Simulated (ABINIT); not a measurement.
# CsSrF3 (Pm-3m): G0W0 with ABINIT, start to end, part 2 of 3

How does a plane-wave GW calculation on CsSrF3 (Pm-3m) run from the first input to the gap?

ABINIT 10.8.3; LDA and many-body steps on it, plane waves. Known limits of the many-body steps: not at the basis limit; no spin-orbit coupling; coarse k mesh.

So far. Step 2 (Ground state): The gap is direct, at Γ.

## 3. Bands along the symmetry lines

Level of this step: DFT, LDA, plane waves, norm-conserving pseudopotentials (ABINIT).

Levels along a band path, at the cheap level, show where the edges lie and whether the meshes to come will hold them.

Contents of run.abi:

```
acell 3*1.0 Angstrom
rprim 
  4.763247010000 0.000000000000 0.000000000000
  0.000000000000 4.763247010000 0.000000000000
  0.000000000000 0.000000000000 4.763247010000
ntypat 3
znucl 55 38 9
natom 5
typat 1 2 3 3 3
xred 
  0.000000000000 0.000000000000 0.000000000000
  0.500000000000 0.500000000000 0.500000000000
  0.000000000000 0.500000000000 0.500000000000
  0.500000000000 0.000000000000 0.500000000000
  0.500000000000 0.500000000000 0.000000000000
pp_dirpath "pseudos"
pseudos "Cs.upf, Sr.upf, F.upf"
ecut 36
iscf -2
irdden 1
kptopt 0
nkpt 50
kpt 
  0.00000000 0.00000000 0.00000000
  0.00000000 0.06250000 0.00000000
  0.00000000 0.12500000 0.00000000
  0.00000000 0.18750000 0.00000000
  0.00000000 0.25000000 0.00000000
  0.00000000 0.31250000 0.00000000
  0.00000000 0.37500000 0.00000000
  0.00000000 0.43750000 0.00000000
  0.00000000 0.50000000 0.00000000
  0.06250000 0.50000000 0.00000000
  0.12500000 0.50000000 0.00000000
  0.18750000 0.50000000 0.00000000
  0.25000000 0.50000000 0.00000000
  0.31250000 0.50000000 0.00000000
  0.37500000 0.50000000 0.00000000
  0.43750000 0.50000000 0.00000000
  0.50000000 0.50000000 0.00000000
  0.43750000 0.43750000 0.00000000
  0.37500000 0.37500000 0.00000000
  0.31250000 0.31250000 0.00000000
  0.25000000 0.25000000 0.00000000
  0.18750000 0.18750000 0.00000000
  0.12500000 0.12500000 0.00000000
  0.06250000 0.06250000 0.00000000
  0.00000000 0.00000000 0.00000000
  0.06250000 0.06250000 0.06250000
  0.12500000 0.12500000 0.12500000
  0.18750000 0.18750000 0.18750000
  0.25000000 0.25000000 0.25000000
  0.31250000 0.31250000 0.31250000
  0.37500000 0.37500000 0.37500000
  0.43750000 0.43750000 0.43750000
  0.50000000 0.50000000 0.50000000
  0.43750000 0.50000000 0.43750000
  0.37500000 0.50000000 0.37500000
  0.31250000 0.50000000 0.31250000
  0.25000000 0.50000000 0.25000000
  0.18750000 0.50000000 0.18750000
  0.12500000 0.50000000 0.12500000
  0.06250000 0.50000000 0.06250000
  0.00000000 0.50000000 0.00000000
  0.50000000 0.50000000 0.50000000
  0.50000000 0.50000000 0.43750000
  0.50000000 0.50000000 0.37500000
  0.50000000 0.50000000 0.31250000
  0.50000000 0.50000000 0.25000000
  0.50000000 0.50000000 0.18750000
  0.50000000 0.50000000 0.12500000
  0.50000000 0.50000000 0.06250000
  0.50000000 0.50000000 0.00000000
istwfk *1
nband 27
nbdbuf 2
tolwfr 1e-08
nstep 40
prtwf 0
prtvol 0
indata_prefix "in"
outdata_prefix "out"
tmpdata_prefix "tmp"
```

The run is started by

```sh
> OMP_NUM_THREADS=1 mpirun -n 8 abinit run.abi > log
```

Numbers of over 12 decimals in the logs are rounded to 6 here.

Log:

```text
.Version 10.8.3 of ABINIT. v10.8.2 released Aug 2026.

 Symmetries : space group Pm -3 m (#221); Bravais cP (primitive cubic)
[... echo of the input left out ...]
== DATASET  1 ==================================================================
-   mpi_nproc: 8, omp_nthreads: 1 (-1 if OMP is not activated)

--- !DatasetInfo
iteration_state: {dtset: 1, }
dimensions: {natom: 5, nkpt: 50, mband: 27, nsppol: 1, nspinor: 1, nspden: 1, mpw: 7568, }
cutoff_energies: {ecut:  36.0, pawecutdg:  -1.0, }
electrons: {nelect:   4.00000000E+01, charge:   0.00000000E+00, occopt:   1.00000000E+00, tsmear:   1.00000000E-02, }

 Real(R)+Recip(G) space primitive vectors, cartesian coordinates (Bohr,Bohr^-1):
 R(1)=  9.0012323  0.0000000  0.0000000  G(1)=  0.1110959  0.0000000  0.0000000
 R(2)=  0.0000000  9.0012323  0.0000000  G(2)=  0.0000000  0.1110959  0.0000000
 R(3)=  0.0000000  0.0000000  9.0012323  G(3)=  0.0000000  0.0000000  0.1110959
 Unit cell volume ucvol=  7.2929949E+02 bohr^3
 Angles (23,13,12)=  9.00000000E+01  9.00000000E+01  9.00000000E+01 degrees

 getcut: wavevector=  0.0000  0.0000  0.0000  ngfft=  50  50  50
         ecut(hartree)=     36.000   => boxcut(ratio)=   2.05661

--- Pseudopotential description ------------------------------------------------
- Cs Generated using ONCVPSP code by D. R. Hamann
- 55.00000   9.00000  201201                  znucl, zion, pspdat
12 -1012 3 -1 2328                            pspcod,pspxc,lmax,lloc,mmax
     nproj     2     2     2     2
  pspatm : epsatm=   21.68725381
         --- l  ekb(1:nproj) -->
             0    6.247599    0.778427
             1    6.343167    0.797067
             2    3.778962    0.917083
[...]
pspatm: atomic psp has been read  and splines computed

- Sr Generated using ONCVPSP code by D. R. Hamann
- 38.00000  10.00000  180309                  znucl, zion, pspdat
12 -1012 2 -1 1812                            pspcod,pspxc,lmax,lloc,mmax
     nproj     2     2     2     0
  pspatm : epsatm=   12.22067766
         --- l  ekb(1:nproj) -->
[...]
pspatm: atomic psp has been read  and splines computed

- F Generated using ONCVPSP code by D. R. Hamann
-  9.00000   7.00000  201202                  znucl, zion, pspdat
12 -1012 2 -1 824                             pspcod,pspxc,lmax,lloc,mmax
     nproj     2     2     1     0
  pspatm : epsatm=    4.94580260
         --- l  ekb(1:nproj) -->
[...]
2   -2.364936
 pspatm: atomic psp has been read  and splines computed

--------------------------------------------------------------------------------

================================================================================
 prteigrs : about to open file out_EIG
 Non-SCF case, kpt    1 (  0.00000  0.00000  0.00000), residuals and eigenvalues=
  7.20E-09  6.05E-09  3.85E-09  6.33E-09  9.83E-09  6.15E-09  7.45E-09  9.43E-09
[...]
Non-SCF case, kpt   49 (  0.50000  0.50000  0.06250), residuals and eigenvalues=
[...]
Non-SCF case, kpt   50 (  0.50000  0.50000  0.00000), residuals and eigenvalues=
[...]
-4.6085E-02 -4.3854E-02 -2.3392E-02 -2.3392E-02 -1.0363E-02 -1.0363E-02
 -3.0448E-03 -2.5140E-03  2.9555E-01  3.1067E-01  3.2700E-01  3.2700E-01
[...]
--- !ResultsGS
iteration_state: {dtset: 1, }
comment   : Summary of ground state results
lattice_vectors:
- [  9.0012323,   0.0000000,   0.0000000, ]
- [  0.0000000,   9.0012323,   0.0000000, ]
- [  0.0000000,   0.0000000,   9.0012323, ]
lattice_lengths: [   9.00123,    9.00123,    9.00123, ]
lattice_angles: [ 90.000,  90.000,  90.000, ] # degrees, (23, 13, 12)
lattice_volume:   7.2929949E+02
convergence: {deltae:  0.000E+00, res2:  0.000E+00, residm:  9.972E-09, diffor:  0.000E+00, }
etotal    :  -1.31813706E+02
entropy   :   0.00000000E+00
fermie    :  -1.78983471E-03
cartesian_stress_tensor: null
pressure_GPa: null
xred      :
- [  0.0000E+00,   0.0000E+00,   0.0000E+00, Cs]
- [  5.0000E-01,   5.0000E-01,   5.0000E-01, Sr]
- [  0.0000E+00,   5.0000E-01,   5.0000E-01,  F]
- [  5.0000E-01,   0.0000E+00,   5.0000E-01,  F]
- [  5.0000E-01,   5.0000E-01,   0.0000E+00,  F]
cartesian_forces: null
force_length_stats: {min: null, max: null, mean: null, }

 Integrated electronic density in atomic spheres:
 ------------------------------------------------
 Atom  Sphere_radius  Integrated_density
[...]
================================================================================

 ----iterations are completed or convergence reached----

 Mean square residual over all n,k,spin=   68.582E-10; max=  99.716E-10
 reduced coordinates (array xred) for    5 atoms
[...]
cartesian coordinates (angstrom) at end:
    1      0.000000     0.000000     0.000000
    2      2.381624     2.381624     2.381624
    3      0.000000     2.381624     2.381624
    4      2.381624     0.000000     2.381624
    5      2.381624     2.381624     0.000000
 length scales=  1.889726125908  1.889726125908  1.889726125908 bohr
              =  1.000000000000  1.000000000000  1.000000000000 angstroms
 prteigrs : about to open file out_EIG
 Eigenvalues (hartree) for nkpt=  50  k points:
 kpt#   1, nband= 27, wtk=  1.00000, kpt=  0.0000  0.0000  0.0000 (reduced coord)
[...]
kpt#   2, nband= 27, wtk=  1.00000, kpt=  0.0000  0.0625  0.0000 (reduced coord)
[...]
kpt#   3, nband= 27, wtk=  1.00000, kpt=  0.0000  0.1250  0.0000 (reduced coord)
[...]
kpt#  49, nband= 27, wtk=  1.00000, kpt=  0.5000  0.5000  0.0625 (reduced coord)
[...]
0.39430    0.39600    0.39600
 kpt#  50, nband= 27, wtk=  1.00000, kpt=  0.5000  0.5000  0.0000 (reduced coord)
[...]
-0.17599   -0.17599   -0.16444   -0.04889   -0.04608   -0.04385   -0.02339   -0.02339
  -0.01036   -0.01036   -0.00304   -0.00251    0.29555    0.31067    0.32700    0.32700
   0.39359    0.39813    0.39813

== END DATASET(S) ==============================================================
================================================================================

 -outvars: echo values of variables after computation  --------
            nband          27
             nkpt          50
          spgroup         221
 [... the other variables as echoed above ...]

 Calculation completed.
```

Elapsed: 75 s, on 8 MPI ranks of Arm Neoverse N1, shared host; peak memory 0.7 GiB.

Numbers from this step:

```yaml
gap: 6.076 eV
k_of_the_valence_top: 0, 0, 0
k_of_the_conduction_bottom: 0, 0, 0
least_direct_gap: 6.076 eV
```

The gap is 6.076 eV, as in the run before at this level.

Electronic bands along the path, in eV, zero at the top of the highest filled band:

```csv
point,band 17,band 18,band 19,band 20,band 21,band 22,band 23,band 24
Γ,-0.26,0.00,0.00,0.00,6.08,7.63,7.63,8.57
X,-0.40,-0.40,-0.01,-0.01,7.75,8.45,9.08,9.40
M,-0.23,-0.23,-0.03,-0.02,8.09,8.50,8.95,8.95
Γ,-0.26,0.00,0.00,0.00,6.08,7.63,7.63,8.57
R,-0.62,-0.01,-0.01,-0.01,8.41,8.41,8.41,10.33
X,-0.40,-0.40,-0.01,-0.01,7.75,8.45,9.08,9.40
jump to R,-0.62,-0.01,-0.01,-0.01,8.41,8.41,8.41,10.33
M,-0.23,-0.23,-0.03,-0.02,8.09,8.50,8.95,8.95
```

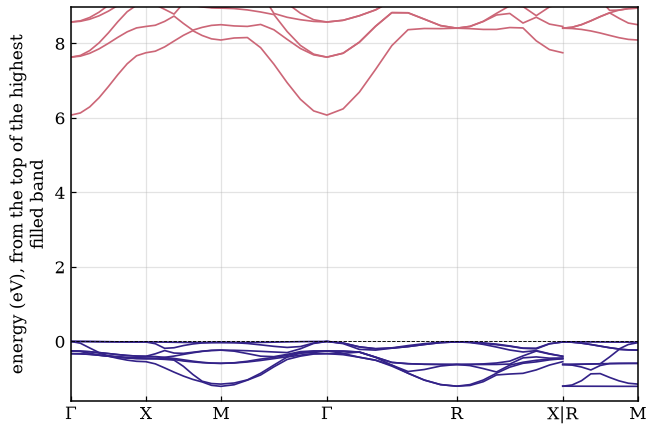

Electronic bands along the path; lines of filled and empty bands in two colours.

## 4. Empty states on the mesh, 2×2×2 mesh, 99 bands

The sums over transitions need many empty states on a uniform mesh; this step solves for them.

Contents of run.abi:

```
acell 3*1.0 Angstrom
rprim 
  4.763247010000 0.000000000000 0.000000000000
  0.000000000000 4.763247010000 0.000000000000
  0.000000000000 0.000000000000 4.763247010000
ntypat 3
znucl 55 38 9
natom 5
typat 1 2 3 3 3
xred 
  0.000000000000 0.000000000000 0.000000000000
  0.500000000000 0.500000000000 0.500000000000
  0.000000000000 0.500000000000 0.500000000000
  0.500000000000 0.000000000000 0.500000000000
  0.500000000000 0.500000000000 0.000000000000
pp_dirpath "pseudos"
pseudos "Cs.upf, Sr.upf, F.upf"
ecut 36
ngkpt 2 2 2
nshiftk 1
shiftk 0 0 0
kptopt 1
chksymbreak 0
iscf -2
irdden 1
istwfk *1
nband 99
nbdbuf 8
tolwfr 1e-09
nstep 60
prtvol 0
indata_prefix "in"
outdata_prefix "out"
tmpdata_prefix "tmp"
```

The run is started by

```sh
> OMP_NUM_THREADS=2 mpirun -n 4 abinit run.abi > log
```

Log:

```text
.Version 10.8.3 of ABINIT. v10.8.2 released Aug 2026.

 Symmetries : space group Pm -3 m (#221); Bravais cP (primitive cubic)
[... echo of the input left out ...]
== DATASET  1 ==================================================================
-   mpi_nproc: 4, omp_nthreads: 2 (-1 if OMP is not activated)

--- !DatasetInfo
iteration_state: {dtset: 1, }
dimensions: {natom: 5, nkpt: 4, mband: 99, nsppol: 1, nspinor: 1, nspden: 1, mpw: 7568, }
cutoff_energies: {ecut:  36.0, pawecutdg:  -1.0, }
electrons: {nelect:   4.00000000E+01, charge:   0.00000000E+00, occopt:   1.00000000E+00, tsmear:   1.00000000E-02, }

 Real(R)+Recip(G) space primitive vectors, cartesian coordinates (Bohr,Bohr^-1):
 R(1)=  9.0012323  0.0000000  0.0000000  G(1)=  0.1110959  0.0000000  0.0000000
 R(2)=  0.0000000  9.0012323  0.0000000  G(2)=  0.0000000  0.1110959  0.0000000
 R(3)=  0.0000000  0.0000000  9.0012323  G(3)=  0.0000000  0.0000000  0.1110959
 Unit cell volume ucvol=  7.2929949E+02 bohr^3
 Angles (23,13,12)=  9.00000000E+01  9.00000000E+01  9.00000000E+01 degrees

 getcut: wavevector=  0.0000  0.0000  0.0000  ngfft=  50  50  50
         ecut(hartree)=     36.000   => boxcut(ratio)=   2.05661

--- Pseudopotential description ------------------------------------------------
- Cs Generated using ONCVPSP code by D. R. Hamann
- 55.00000   9.00000  201201                  znucl, zion, pspdat
12 -1012 3 -1 2328                            pspcod,pspxc,lmax,lloc,mmax
     nproj     2     2     2     2
  pspatm : epsatm=   21.68725381
         --- l  ekb(1:nproj) -->
             0    6.247599    0.778427
             1    6.343167    0.797067
             2    3.778962    0.917083
[...]
pspatm: atomic psp has been read  and splines computed

- Sr Generated using ONCVPSP code by D. R. Hamann
- 38.00000  10.00000  180309                  znucl, zion, pspdat
12 -1012 2 -1 1812                            pspcod,pspxc,lmax,lloc,mmax
     nproj     2     2     2     0
  pspatm : epsatm=   12.22067766
         --- l  ekb(1:nproj) -->
[...]
pspatm: atomic psp has been read  and splines computed

- F Generated using ONCVPSP code by D. R. Hamann
-  9.00000   7.00000  201202                  znucl, zion, pspdat
12 -1012 2 -1 824                             pspcod,pspxc,lmax,lloc,mmax
     nproj     2     2     1     0
  pspatm : epsatm=    4.94580260
         --- l  ekb(1:nproj) -->
[...]
2   -2.364936
 pspatm: atomic psp has been read  and splines computed

--------------------------------------------------------------------------------

================================================================================
 prteigrs : about to open file out_EIG
 Non-SCF case, kpt    1 (  0.00000  0.00000  0.00000), residuals and eigenvalues=
  2.38E-10  1.43E-10  1.10E-10  2.29E-10  2.46E-10  9.88E-11  1.44E-10  6.71E-10
  1.06E-10  2.19E-10  6.43E-10  2.01E-10  5.12E-10  7.98E-10  5.64E-10  8.47E-10
  9.65E-10  1.04E-10  6.40E-10  9.69E-10  2.95E-10  5.32E-10  7.27E-10  1.59E-10
[...]
-1.0895E+00 -6.8337E-01 -6.8010E-01 -6.8010E-01 -6.5291E-01 -4.3974E-01
 -4.3974E-01 -4.3974E-01 -1.6924E-01 -1.6924E-01 -1.6924E-01 -1.3834E-02
 -1.3834E-02 -1.3834E-02 -1.1171E-02 -1.1171E-02 -1.1171E-02 -1.7898E-03
[...]
1.3424E+00  1.3424E+00  1.3881E+00  1.3881E+00  1.3881E+00  1.4489E+00
  1.4489E+00  1.4792E+00  1.4792E+00  1.4792E+00  1.4836E+00  1.4836E+00
[...]
prteigrs : prtvol=0 or 1, do not print more k-points.

--- !ResultsGS
iteration_state: {dtset: 1, }
comment   : Summary of ground state results
lattice_vectors:
- [  9.0012323,   0.0000000,   0.0000000, ]
- [  0.0000000,   9.0012323,   0.0000000, ]
- [  0.0000000,   0.0000000,   9.0012323, ]
lattice_lengths: [   9.00123,    9.00123,    9.00123, ]
lattice_angles: [ 90.000,  90.000,  90.000, ] # degrees, (23, 13, 12)
lattice_volume:   7.2929949E+02
convergence: {deltae:  0.000E+00, res2:  0.000E+00, residm:  9.978E-10, diffor:  0.000E+00, }
etotal    :  -1.31813706E+02
entropy   :   0.00000000E+00
fermie    :  -1.78983471E-03
cartesian_stress_tensor: null
pressure_GPa: null
xred      :
- [  0.0000E+00,   0.0000E+00,   0.0000E+00, Cs]
- [  5.0000E-01,   5.0000E-01,   5.0000E-01, Sr]
- [  0.0000E+00,   5.0000E-01,   5.0000E-01,  F]
- [  5.0000E-01,   0.0000E+00,   5.0000E-01,  F]
- [  5.0000E-01,   5.0000E-01,   0.0000E+00,  F]
cartesian_forces: null
force_length_stats: {min: null, max: null, mean: null, }

 Integrated electronic density in atomic spheres:
 ------------------------------------------------
 Atom  Sphere_radius  Integrated_density
[...]
================================================================================

 ----iterations are completed or convergence reached----

 Mean square residual over all n,k,spin=   45.955E-11; max=  99.781E-11
 reduced coordinates (array xred) for    5 atoms
[...]
0.500000000000      0.500000000000      0.000000000000

 cartesian coordinates (angstrom) at end:
    1      0.000000     0.000000     0.000000
    2      2.381624     2.381624     2.381624
    3      0.000000     2.381624     2.381624
    4      2.381624     0.000000     2.381624
    5      2.381624     2.381624     0.000000
 length scales=  1.889726125908  1.889726125908  1.889726125908 bohr
              =  1.000000000000  1.000000000000  1.000000000000 angstroms
 prteigrs : about to open file out_EIG
 Eigenvalues (hartree) for nkpt=   4  k points:
 kpt#   1, nband= 99, wtk=  0.12500, kpt=  0.0000  0.0000  0.0000 (reduced coord)
[...]
1.31845    1.31845    1.31845    1.34243    1.34243    1.34243    1.38808    1.38808
   1.38808    1.44895    1.44895    1.47922    1.47922    1.47922    1.48363    1.48363
   1.55987    1.55990    1.56093
 prteigrs : prtvol=0 or 1, do not print more k-points.

== END DATASET(S) ==============================================================
================================================================================

 -outvars: echo values of variables after computation  --------
            nband          99
             nkpt           4
          spgroup         221
 [... the other variables as echoed above ...]

 Calculation completed.
```

Run time: 35 s. Hardware: 4 MPI ranks; peak memory 0.36 GiB; 3.3 min of CPU time.

This step gave:

| Item | Value |
| --- | --- |
| gap | 6.076 eV |
| k of the valence top | 0, 0, 0 |
| k of the conduction bottom | 0, 0, 0 |
| least direct gap | 6.076 eV |
| k points computed | 4 |
| lowest point of the top converged band, above the valence top | 39.48 eV |

On this mesh the gap is 6.076 eV.

## 5. Screening, 2×2×2 mesh, 91 bands, screening to 106.1 eV

The RPA dielectric matrix is built and inverted for each q.

This step: RPA screening on LDA, plane waves, norm-conserving pseudopotentials.

Changes to run.abi since step 4:

```diff
@@ -23,10 +23,11 @@
 chksymbreak 0
-iscf -2
-irdden 1
 istwfk *1
-nband 99
-nbdbuf 8
-tolwfr 1e-09
-nstep 60
-prtvol 0
+occopt 1
+irdwfk 1
+optdriver 3
+nband 91
+ecuteps 3.9
+inclvkb 2
+awtr 1
+symchi 1
 indata_prefix "in"
```

The run is started by

```sh
> OMP_NUM_THREADS=1 mpirun -n 8 abinit run.abi > log
```

Log:

```text
.Version 10.8.3 of ABINIT. v10.8.2 released Aug 2026.

 Symmetries : space group Pm -3 m (#221); Bravais cP (primitive cubic)
[... echo of the input left out ...]
== DATASET  1 ==================================================================
-   mpi_nproc: 8, omp_nthreads: 1 (-1 if OMP is not activated)

--- !DatasetInfo
iteration_state: {dtset: 1, }
dimensions: {natom: 5, nkpt: 4, mband: 91, nsppol: 1, nspinor: 1, nspden: 1, mpw: 7568, }
cutoff_energies: {ecut:  36.0, pawecutdg:  -1.0, }
electrons: {nelect:   4.00000000E+01, charge:   0.00000000E+00, occopt:   1.00000000E+00, tsmear:   1.00000000E-02, }

 SCREENING: Calculation of the susceptibility and dielectric matrices

 Based on a program developped by R.W. Godby, V. Olevano, G. Onida, and L. Reining.
 Incorporated in ABINIT by V. Olevano, G.-M. Rignanese, and M. Torrent.
.Using double precision arithmetic ; gwpc =  8

[... cell and pseudopotentials left out ...]
--------------------------------------------------------------------------------

 ==== K-mesh for the wavefunctions ====
 Number of points in the irreducible wedge :     4
[... list of points left out ...]
 Together with 48 symmetry operations and time-reversal symmetry
 yields     8 points in the full Brillouin Zone.

 ==== Q-mesh for the screening function ====
 Number of points in the irreducible wedge :     4
[... list of points left out ...]
 Together with 48 symmetry operations and time-reversal symmetry
 yields     8 points in the full Brillouin Zone.

 setmesh: FFT mesh size selected  =    36x   36x   36
          total number of points  =        46656

 vcoul_init : cutoff-mode = AUXILIARY_FUNCTION
 q-points for optical limit:   1
     1)      0.000010    0.000020    0.000030

- screening: taking advantage of time-reversal symmetry
- Maximum band index for partially occupied states nbvw = 20
- Remaining bands to be divided among processors   nbcw = 71
- Number of bands treated by each node ~8

 Number of electrons calculated from density =   40.0000; Expected =   40.0000
 average of density, n =  0.054847
 r_s =    1.6327
 omega_plasma =   22.5909 [eV]

 calculating chi0 at frequencies [eV] :
  1    0.000000E+00    0.000000E+00
  2    0.000000E+00    2.259085E+01

--------------------------------------------------------------------------------
  q-point number  1        q = ( 0.000000, 0.000000, 0.000000) [r.l.u.]
--------------------------------------------------------------------------------
[... chi0 elements left out ...]
 For q-point:  0.000010 0.000020 0.000030
  dielectric constant =   2.2685
  dielectric constant without local fields =   2.5149

  Average fulfillment of the sum rule on Im[epsilon] for q-point    1 :     46.08  [%]
[... wings left out ...]
  q-point number  2        q = ( 0.500000, 0.000000, 0.000000) [r.l.u.]
--------------------------------------------------------------------------------
[... chi0 elements left out ...]
  Average fulfillment of the sum rule on Im[epsilon] for q-point    2 :     54.53  [%]

 [... 2 further q-points ...]
```

Elapsed: 18 s, on 8 MPI ranks; peak memory 2 GiB.

This step gave:

* ε∞ with local fields, on this mesh, along the program's q direction: 2.268
* the same without local fields: 2.515
* plasma frequency: 22.59 eV
* plane waves in the screening matrix: 257

Local fields lower ε∞ by 10 %. On a Γ-centred mesh this coarse the value itself is usually too large, while a short band sum pulls it down.

(Part 2 of 3 ends here.)

[Paths, hosts, dates, memory and timing lines, banners, echoed tables and standing remarks are left out of the program output.]

[Logs are printed without paths, hosts, clocks, repeated set-up lines and the standing remarks that a program may print on its own settings, such as how far it seeks lower states.]

[Runs of the session that timed out or met a known fault of the program may be left out.]

[Hosts, paths, dates, database ids (printed as entryN), source tags and the programs' standing remarks are cut or masked in the printed files.]

[G0W0 gaps are taken among the corrected bands and points alone; a level outside them can change the order at an edge.]

[Where Ansatz stands beside ABINIT at settings called matched, ABINIT's density can come from a denser mesh and the files from another edition; pairs whose starting gaps differed by over 0.03 eV were left out, so agreement reads better than it is.]
